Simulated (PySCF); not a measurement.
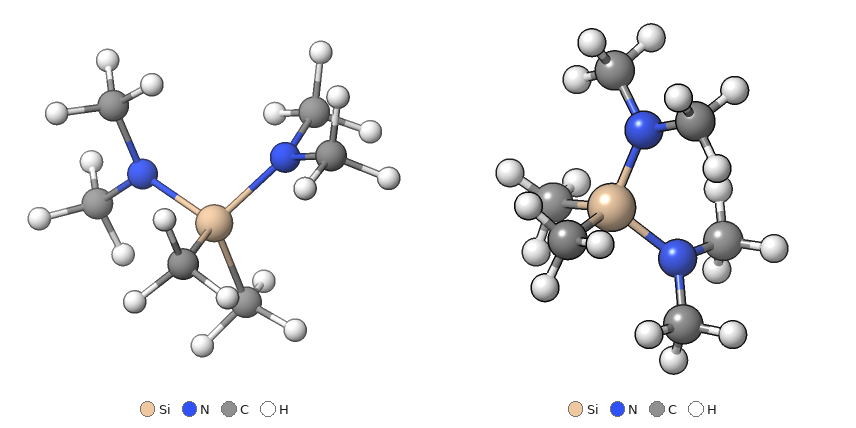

Both panels show the same species.

Describe the molecule.

It has 27 atoms: 6 carbon, 18 hydrogen, 2 nitrogen and 1 silicon (C₆H₁₈N₂Si). SMILES: `CN(C)[Si](C)(C)N(C)C`. It has no ring. Among its groups: Si–N bond. Coordination: 1 Si tetrahedral; 2 N trigonal planar; 6 C tetrahedral.

The parts below concern this one geometry. Atoms keep their numbers from picture to picture. The geometry was computed by an optimisation with PBE0-D3(BJ)/def2-SVP. No frequency run is at hand to confirm it as a minimum.

### Charges

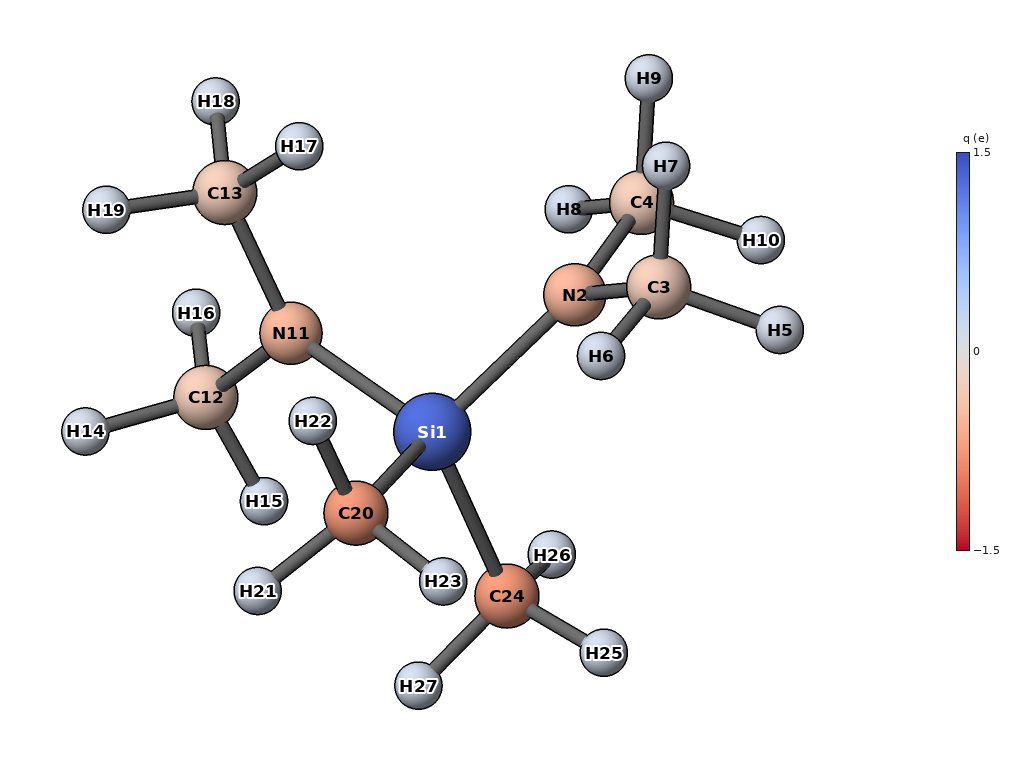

Atoms are coloured by their IAO charges. No frequency run is at hand to confirm it as a minimum. Properties computed with PBE0/pcSseg-1, gas phase (PySCF 2.14.0).

> Which atom carries the highest charge (most positive or least negative)?

Si1 (1.25 e).

> And the lowest?

C20, C24 (−0.74 e).

Give the IAO charges atom by atom.

```tsv
atom	value (e)
Si1	1.25
N2	−0.51
C3	−0.28
C4	−0.29
H5	0.11
H6	0.14
H7	0.12
H8	0.14
H9	0.12
H10	0.11
N11	−0.51
C12	−0.28
C13	−0.29
H14	0.11
H15	0.14
H16	0.12
H17	0.14
H18	0.12
H19	0.11
C20	−0.74
H21	0.15
H22	0.15
H23	0.15
C24	−0.74
H25	0.15
H26	0.15
H27	0.15
```

### NMR shielding

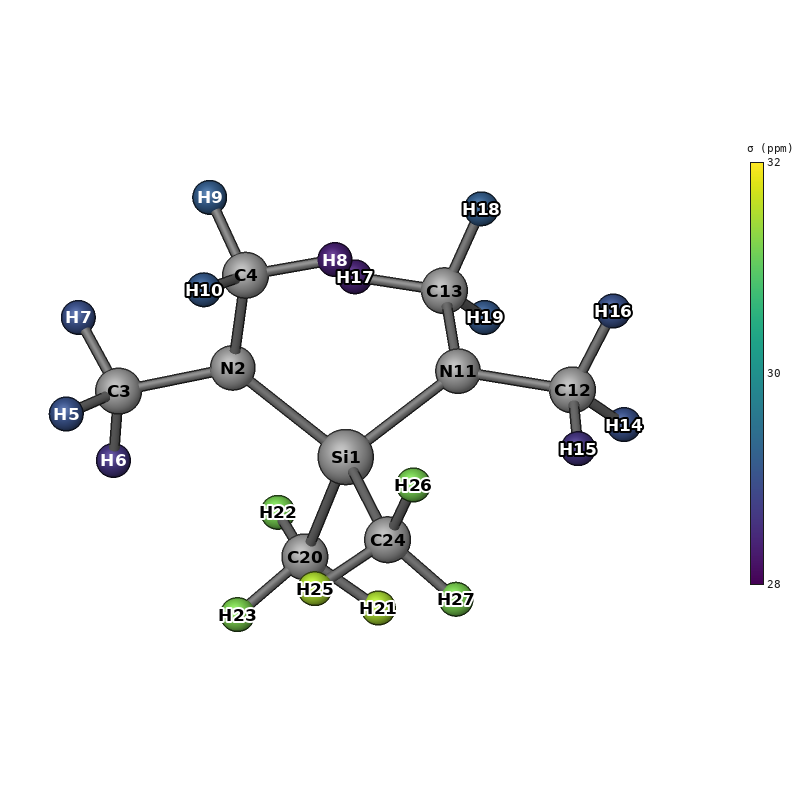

Atoms are coloured by their isotropic NMR shieldings (H only, the others grey). No frequency run is at hand to confirm it as a minimum. Level of theory: GIAO PBE0/pcSseg-1 NMR shielding, non-relativistic, gas phase (PySCF 2.14.0).

> Which H atom is the most shielded (lowest chemical shift)?

H21, H25 (31.50 to 31.51 ppm).

> Which H atom is the least shielded (highest chemical shift)?

H8, H17 (28.36 to 28.38 ppm).

> How wide is the range of H shifts?

3.15 ppm.

Give the isotropic NMR shieldings of the H atoms atom by atom.

| atom | σ (ppm) |
| --- | --- |
| H5 | 29.02 |
| H6 | 28.62 |
| H7 | 29.00 |
| H8 | 28.36 |
| H9 | 29.18 |
| H10 | 29.14 |
| H14 | 29.01 |
| H15 | 28.61 |
| H16 | 29.01 |
| H17 | 28.38 |
| H18 | 29.19 |
| H19 | 29.13 |
| H21 | 31.50 |
| H22 | 31.18 |
| H23 | 31.21 |
| H25 | 31.51 |
| H26 | 31.18 |
| H27 | 31.20 |

### Core levels

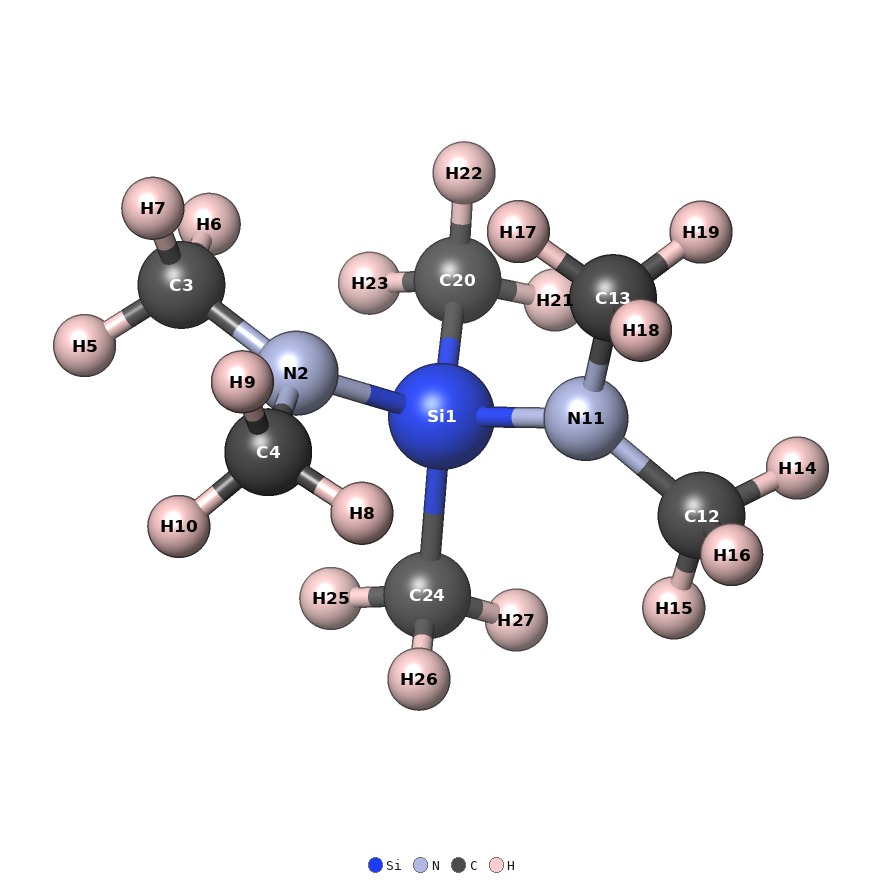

No frequency run is at hand to confirm it as a minimum. Level of theory: delta-SCF UKS SCAN, pcX-2 on the ionised atom (unc-x2c-TZVPall on a metal), pcseg-1 elsewhere, spin-free X2C (PySCF 2.14.0).

Give the core-electron binding energies (to vacuum; p and d levels without spin–orbit splitting) of Si1 1s, Si1 2p, N2 1s, C3 1s, C20 1s.

| atom | level | binding energy (eV) |
| --- | --- | --- |
| Si1 | 1s | 1846.0 |
| Si1 | 2p | 106.2 |
| N2 | 1s | 403.7 |
| C3 | 1s | 291.1 |
| C20 | 1s | 289.6 |

### Electronic properties

No frequency run is at hand to confirm it as a minimum. Level of theory: PBE0/def2-SVPD, gas phase (PySCF 2.14.0). Excitations: vertical, linear response.

> What is the brightest of the 10 lowest singlets?

6.42 eV.

> Give the mean static polarisability at this level.

117.4 bohr³.

> Give the lowest vertical singlet excitation at this level.

5.39 eV.

> Estimate the HOMO–LUMO gap.

6.41 eV.
